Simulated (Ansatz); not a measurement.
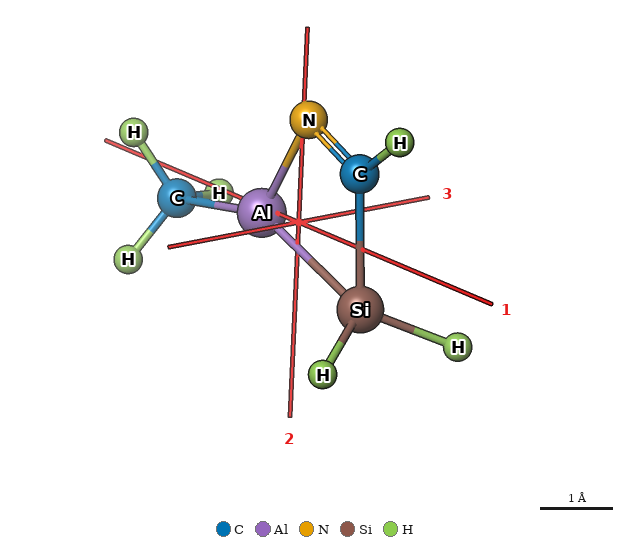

The three principal axes of inertia are drawn and numbered. Depth is shown by fading: the farther an atom, the more it takes the colour of the background. Computed geometry: PBE-D4/def2-SVP optimisation. No frequency run is at hand to confirm it as a minimum. Masses are those of the most abundant isotopes; constants are for the rigid equilibrium geometry.

Which line is the a axis (least moment of inertia), which b and which c?

Answer. a is line 1, b is line 2, c is line 3; the moments are 85.6, 243, 319 u Å².

Classify the rotor and give the rotational constants (cm⁻¹).

Answer. An asymmetric top (C1): A = 0.197, B = 0.0695, C = 0.0528 cm⁻¹. Ray's parameter κ is −0.77, nearer the prolate limit.
